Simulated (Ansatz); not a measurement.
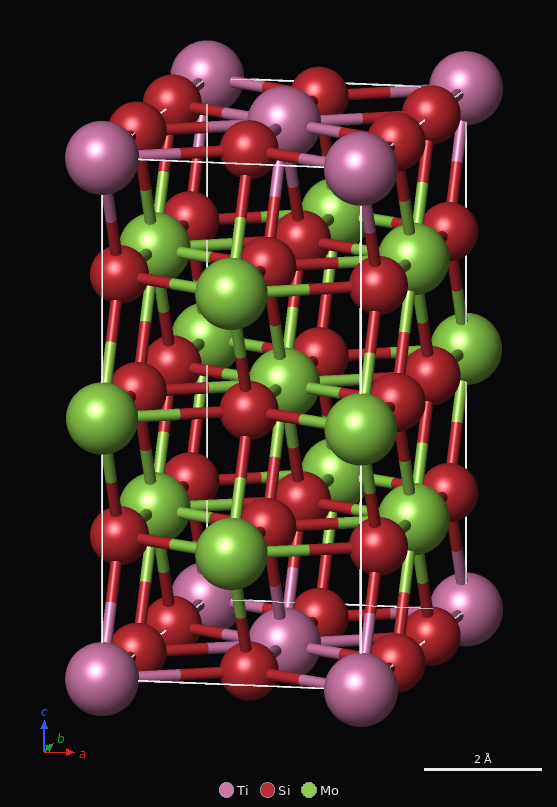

Drawn in the ball-and-stick manner and seen slightly off an axis. Thin lines show the conventional unit cell, with boundary atoms drawn in all their periodic places.

TiSi8Mo3, space group Cmmm (No. 65), a = 4.567 Å, b = 7.928 Å, c = 9.100 Å, α = 90.00°, β = 90.00°, γ = 90.00°. The starting point was a structure type filled with these elements by a generator (whether the compound takes this form wasn't checked). Earlier steps of the study, as a rule a relaxation of our own, may have changed the cell and positions, so they can lie some per cent off the listed ones. It was run through Ansatz as a DFT input.

This one geometry was computed with Ansatz (DFT, plane waves, PAW) at three levels of theory: PBEsol, PBE and r2SCAN.

### Which level gives the highest pressure at this volume, and what does that say about its equilibrium volume?

Highest: PBE (0.0 GPa), which points to the largest equilibrium volume. Lowest, with the smallest volume: PBEsol (-4.6 GPa). Levels within 0.5 GPa of each other can't be told apart.

### How does the band gap change with the level of theory?

All levels give a metal.

### Collect the results in a table.

| level | cutoff (eV) | k-mesh of the run's cell | gap (eV) | pressure (GPa) |
| --- | --- | --- | --- | --- |
| PBEsol | 420 | 10×10×4 | metal | -4.6 |
| PBE | 420 | 10×10×4 | metal | 0.0 |
| r2SCAN | 500 | 10×10×4 | metal | -3.3 |

Gaps are taken on the k-mesh or band path of each run.
